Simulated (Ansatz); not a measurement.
## Electronic structure of F3H3OW···HBr in real space

The calculation's input:

```
crystal:
  periodic: [false, false, false]
  atoms:
    - { symbol: W, position_ang: [0.0, 0.0, 0.0] }
    - { symbol: O, position_ang: [0.0, 0.0, 2.29] }
    - { symbol: H, position_ang: [-0.9095, -0.2814, 2.6271] }
    - { symbol: H, position_ang: [1.72, 0.0, 0.0] }
    - { symbol: F, position_ang: [0.0, 1.85, 0.0] }
    - { symbol: H, position_ang: [-1.72, 0.0, 0.0] }
    - { symbol: F, position_ang: [0.0, -1.85, 0.0] }
    - { symbol: F, position_ang: [0.0, 0.0, -1.85] }
    - { symbol: Br, position_ang: [1.8861, 1.9648, 0.905] }
    - { symbol: H, position_ang: [0.9076, 0.9455, 2.1267] }
basis:
  gaussian: { orbitals: def2-SVP }
hamiltonian:
  xc: b3lyp
  dispersion: d4
relax:
  f_tol: 0.15
  max_steps: 25
  restrain:
    - { distance: [0, 8], at: 3.77, k: 30.0 }
    - { distance: [9, 1], at: 2.21, k: 30.0 }
    - { distance: [0, 1], at: 1.94, k: 30.0 }
    - { distance: [9, 8], at: 1.55, k: 30.0 }
output:
  orbitals: {}
```

Command:

```sh
ansatz run input.yaml --threads 4 --pin off --max-ram 5120MiB --backend cpu --events-out ev --progress --plain --runs-dir out
```

The fields are those of the run's last geometry, not of the input's.

Core potentials replace the inner electrons of W; not at a stationary point (largest force 1.4 eV/Å).

The calculation used RKS B3LYP-D4/def2-SVP in Ansatz.

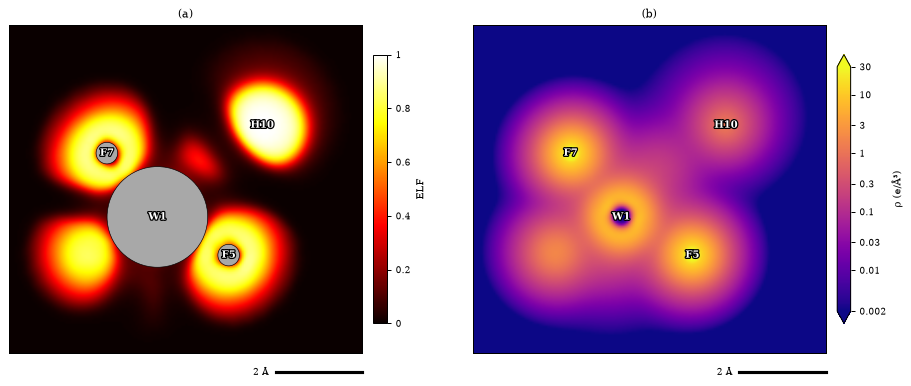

Figure 1. (a) electron localisation function; (b) electron density on the plane of atoms F5, W1 and F7. Grey discs cover the atomic cores in the ELF map.

Q: Read the bonding off the picture.

A:
- The section cuts through W, F and H sites.
- W–F (1.87 Å): ρ is about 1.1 e/Å³ halfway; the ELF peaks at about 0.85 in the valence shell of F, 0.5 Å from its nucleus, and drops to about 0.20 between the two atoms.

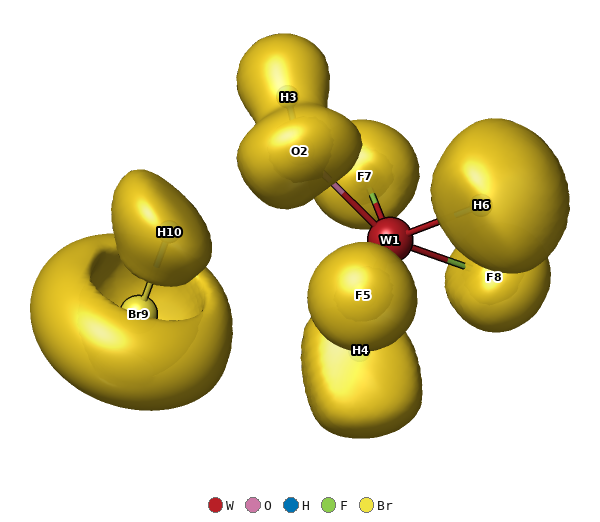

Figure 2. Isosurface of the ELF at 0.75 (yellow), seen across its widest extent. Only the valence region is drawn (cores and ρ < 0.01 e/Å³ removed).

Q: Describe the localisation domains.

A: The ELF exceeds this value in three regions around hydrogen nuclei, one ring or bowl of non-bonding electrons around Br, three regions wrapped around F (the valence shell of each) and one joined region spread over several atoms (H, O), in which their bonds and any lone pairs are merged. Profiles from the grid: O2···H10 (2.21 Å): the ELF dips to about 0.10 between them.

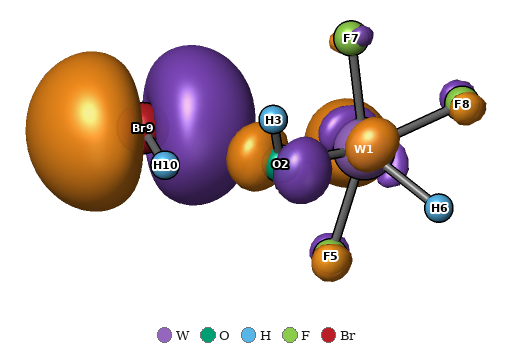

Figure 3. The HOMO at ±0.1 Å⁻³ᐟ² (orange and purple are the two phases), seen from one side.

Q: Where does this orbital lie, and at what energy?

A: It lies mainly on Br9 (about 80 %); largely a lone pair of Br9. Its energy is −8.33 eV.

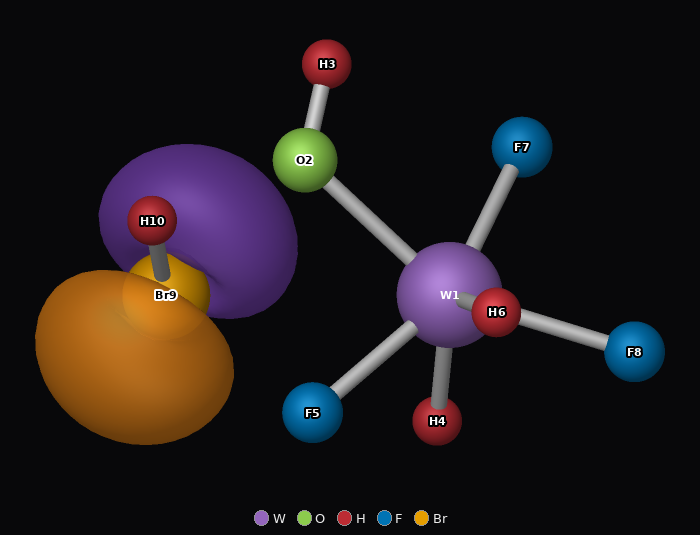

Figure 4. The HOMO−1 at ±0.2 Å⁻³ᐟ² (orange and purple are the two phases), seen at a tilt.

Q: Where does this orbital lie, and at what energy?

A: It lies mainly on Br9 (about 95 %); largely a lone pair of Br9. Its energy is −8.37 eV.
